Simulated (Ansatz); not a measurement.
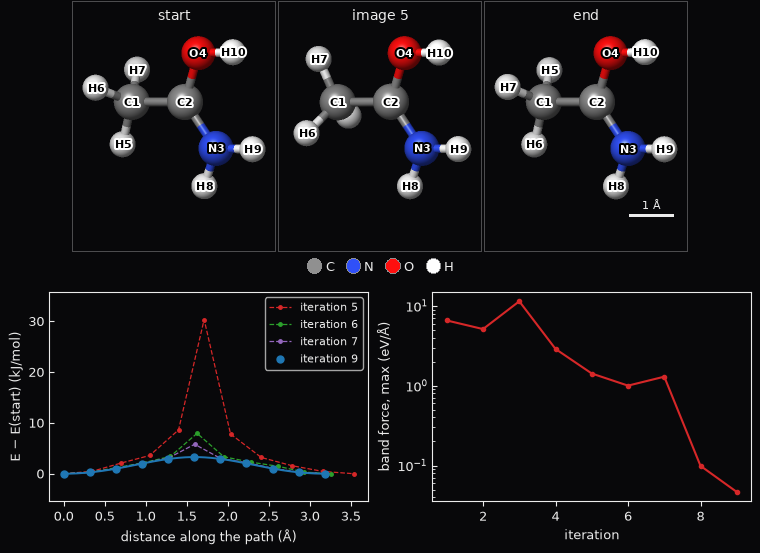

A nudged-elastic-band calculation for C$_{2}$H$_{6}$NO (charge +1). Images are numbered from 0 (start) to 10 (end). The plot follows the band through its iterations. Style: ball-and-stick. Shown at a tilt.

Computed with Ansatz, RKS BHLYP-D4/def2-SVP. Set-up: 9 movable images; climbing image; force threshold 0.05 eV/Å; iteration limit 60; starting path through a guess of the saddle point.

Question: Judge this run.

Answer: The result is final at these settings. The band converged in 9 iterations. The largest component of the band force went from 6.6 to 0.047 eV/Å. The climbing image converged on the top of the path. Its vibrational analysis gives one imaginary mode (127i cm⁻¹), as a transition state must have. The first iteration put the highest image at 467.97 kJ/mol. The two ends have the same energy, and the highest point, image 5, lies 3.28 kJ/mol above the start.

Cost: 73 s on 2 threads of Intel(R) Xeon(R) 6975P-C (Granite Rapids), with other jobs on the host, peak memory 0.21 GiB.
